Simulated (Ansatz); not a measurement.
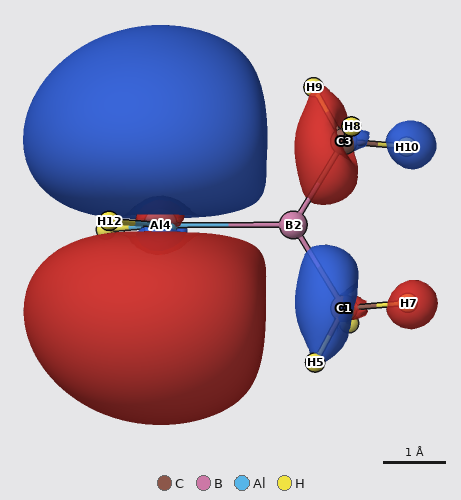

Figure 1: C₂H₈AlB (SMILES C[B](C)[AlH2]). The LUMO at ±0.05 Å⁻³ᐟ² (red and blue are the two phases), seen across its widest extent.

Method: RKS B3LYP/6-31G* in Ansatz 0.2.0.

| atom | x (Å) | y (Å) | z (Å) |
| --- | --- | --- | --- |
| C | 0.0882 | 1.4075 | -0.7315 |
| B | 0.0216 | 0.0150 | 0.0117 |
| C | 0.9086 | -0.1665 | 1.3065 |
| Al | -1.2296 | -1.5766 | -0.7118 |
| H | -0.0896 | 1.3940 | -1.8133 |
| H | -0.7400 | 2.0014 | -0.3016 |
| H | 1.0053 | 1.9787 | -0.5295 |
| H | 1.8566 | -0.6062 | 0.9442 |
| H | 0.5315 | -0.8625 | 2.0650 |
| H | 1.1825 | 0.7785 | 1.7965 |
| H | -2.7801 | -1.6907 | -0.3226 |
| H | -0.6781 | -2.7279 | -1.6797 |

Describe this orbital and give its energy.

Answer. Its weight (Hirshfeld) is mainly on Al4 (about 75 %). Its energy is −1.52 eV.
